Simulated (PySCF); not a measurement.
**C₅H₇Cl₂Ga (SMILES C=C/C(C)=[CH]\[Ga]([Cl])[Cl]): density, localisation and related maps**

```xyz
15

C    -0.7673    2.1107    0.3304
C     0.0136    1.0375    0.3139
C    -0.3349   -0.2720   -0.2182
C    -1.7000   -0.4460   -0.8206
C     0.5331   -1.2925   -0.1650
Ga    2.4022   -1.1836    0.5973
Cl    3.8921    0.1902    0.0246
Cl    3.0375   -2.6653    1.9484
H    -1.7666    2.1048   -0.0709
H    -0.4318    3.0429    0.7509
H     1.0180    1.0933    0.7410
H    -2.4648   -0.2209   -0.0795
H    -1.8441   -1.4622   -1.1769
H    -1.8236    0.2390   -1.6575
H     0.2322   -2.2680   -0.5398
```

Geometry: GFN2-xTB.

Method: CAM-B3LYP/def2-SVPD, SCF density, gas phase in PySCF 2.14.0.

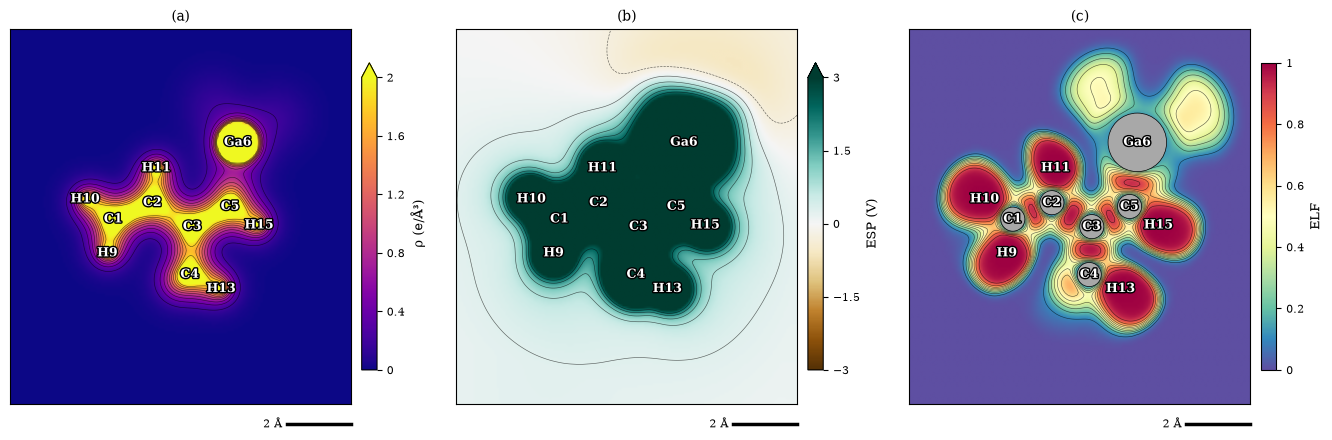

Figure 1. (a) electron density; (b) electrostatic potential; (c) ELF on the plane of atoms C2, C1 and H10. Grey discs cover the atomic cores in the ELF map.

Describe what can be read from this map.

Answer.
- The section cuts through C, Ga and H sites.
- C–C (1.33 Å): ρ is about 2.3 e/Å³ halfway; the ELF peaks at about 0.95 between the atoms (a short, multiple covalent bond).
- C–Ga (2.02 Å): ρ at the midpoint is about 0.74 e/Å³; the ELF peaks at about 0.90 in the valence shell of C, 0.7 Å from its nucleus, and is about 0.65 at the midpoint.
- C–H (1.08 Å): ρ is about 2 e/Å³ halfway; the ELF climbs to about 1 towards the hydrogen, as it does in any bond to H; a covalent bond by its length.
- C–C (1.46 Å): ρ at the midpoint is about 1.9 e/Å³; the ELF peaks at about 0.95 between the atoms; localised, covalent bonding.
- C–C (1.50 Å): ρ at the midpoint is about 1.7 e/Å³; the ELF peaks at about 0.95 between the atoms (localised, covalent bonding).
- Outside the dense part of the molecule the potential is most negative (−0.6 V) near Cl8, which lies off the plane.

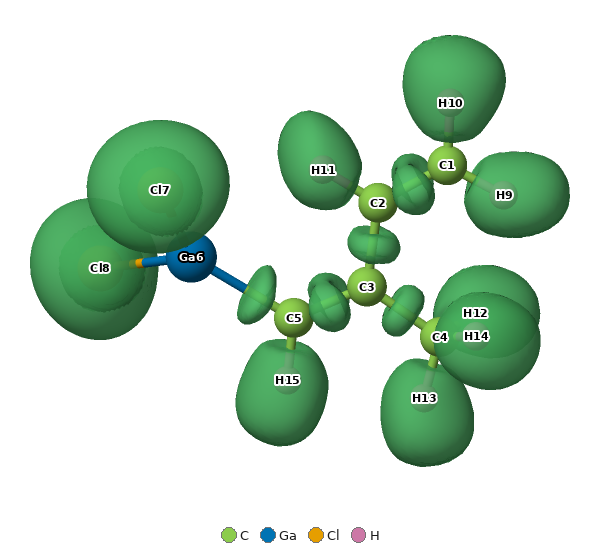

Figure 2. Isosurface of the electron localisation function at 0.8 (green), seen at a tilt. Only the valence region is drawn (cores and ρ < 0.01 e/Å³ removed).

Identify the bonds, lone pairs and shells in this picture.

Answer. The surface consists of four regions between bonded C–C atoms (shared pairs), seven regions around hydrogen nuclei, one lobe of the valence shell of C pointing towards Ga (polar bonds) and two regions wrapped around Cl (the valence shell of each).

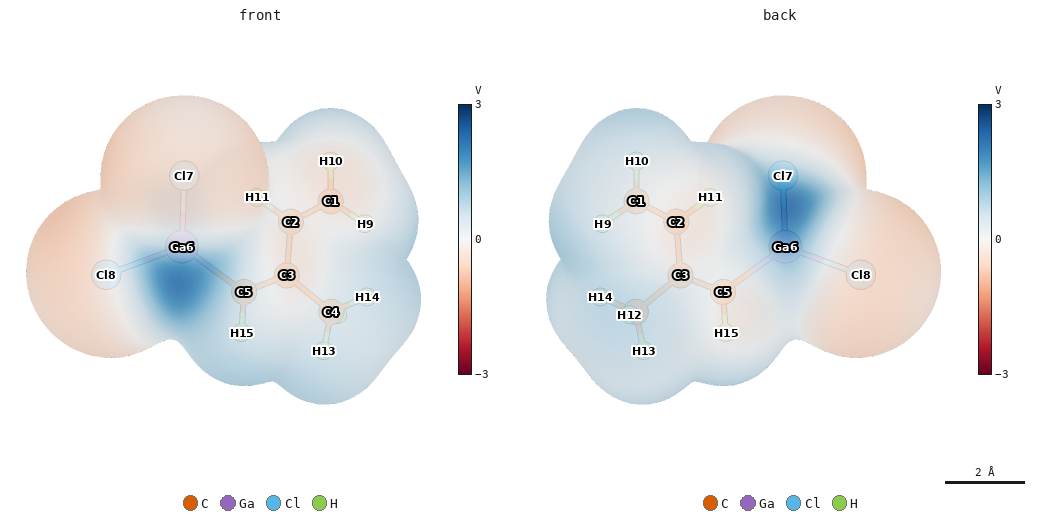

Figure 3. The electrostatic potential painted on the density surface at 0.001 e/bohr³, seen from the front and from behind; the colour scale runs from red (negative) to blue (positive).

Describe the electrostatic potential map.

Answer. The most negative region (about −0.7 V, or −16 kcal/mol for a unit charge) lies over Cl7 and Cl8, the most positive (about +2.1 V, or +48 kcal/mol for a unit charge) over Ga6.

How polar is the molecule by this calculation?

Answer. Its dipole moment is 3.45 D.
